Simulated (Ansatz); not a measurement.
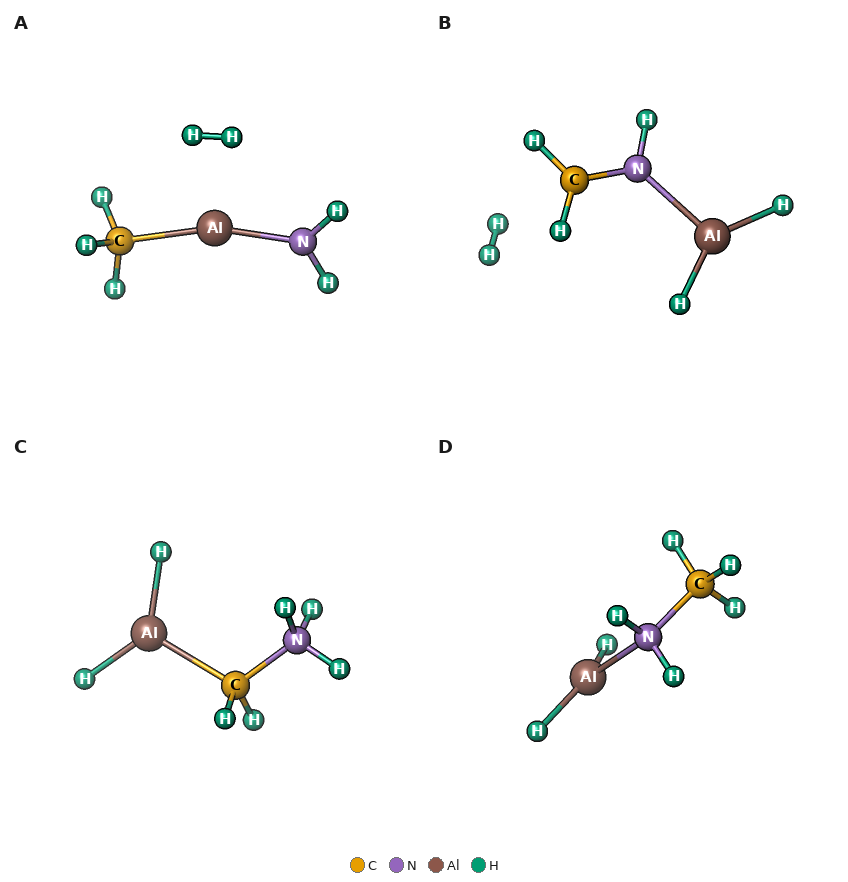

4 stationary structures of one formula. Charge +1, singlet. Geometries: PBE0-D4/def2-TZVP. Electronic energies: RHF-CCSD(T) (frozen core)/def2-TZVPP (Ansatz 0.2.0), without zero-point energy. No frequency run is at hand to confirm each as a minimum. Each is one conformer, not always the lowest.

> Which structure is the most stable?

D is lowest; A lies 35.5 kJ/mol above it, C lies 85.2 kJ/mol above it, B lies 135.0 kJ/mol above it.
